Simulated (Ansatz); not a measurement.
**Ligand exchange: GaH(CH3)F + C2H7In → GaH2(CH3) + C2H6FIn**

Species: GaH(CH3)F, singlet; C2H7In `C[CH2][InH2]`, singlet; GaH2(CH3), singlet; C2H6FIn `C[CH2][InH][F]`, singlet. The partners trade F for H: Ga–F and In–H bonds give way to Ga–H and In–F.

Shapes, held fixed at every level: PBE0-D4/def2-TZVP. Flexible molecules stand in one conformer, not always the lowest. Programs: Ansatz 0.2.0. Electronic energies: no zero-point or thermal term.

| level | kind | ΔE (kJ/mol) | less CCSD(T)/def2-TZVPP | CPU time (sum over the molecules) |
| --- | --- | --- | --- | --- |
| PBE-D4/def2-TZVPP | GGA | +16.6 | -8.9 | 25 s |
| B3LYP-D4/def2-TZVPP | global hybrid | +18.8 | -6.7 | 43 s |
| PBE0-D4/def2-TZVPP | global hybrid | +21.2 | -4.3 | 28 s |
| r2SCAN0-D4/def2-TZVPP | global hybrid | +22.8 | -2.7 | 49 s |
| MP2/def2-TZVPP | perturbation theory | +25.0 | -0.5 | – |
| CCSD/def2-SVP | coupled cluster or CI | +32.5 | +7.0 | – |
| CCSD(T)/def2-TZVPP | coupled cluster or CI | +25.5 | 0.0 | 30 min |

The highest level, CCSD(T)/def2-TZVPP, gives ΔE = +25.5 kJ/mol; the levels span +16.6 to +32.5. The column of differences is taken from that level and isn't an error. No measured value is set beside it here. For atoms past krypton def2 sets carry core potentials with scalar relativity. Relativity is left out for Ga unless named. Correlated rows may include outer-core shells of Ga, In, which these sets cover unevenly. Times are processor times on shared x86 and Arm servers, and rough.

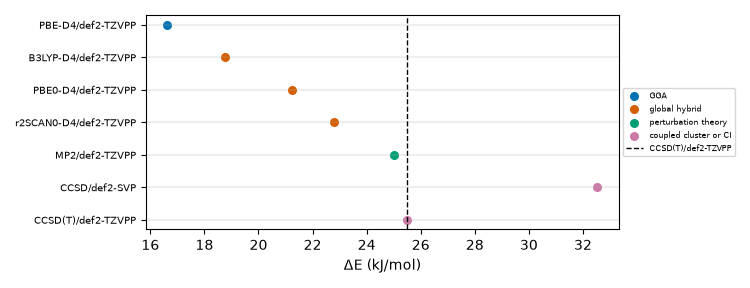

The values of the table, level by level.
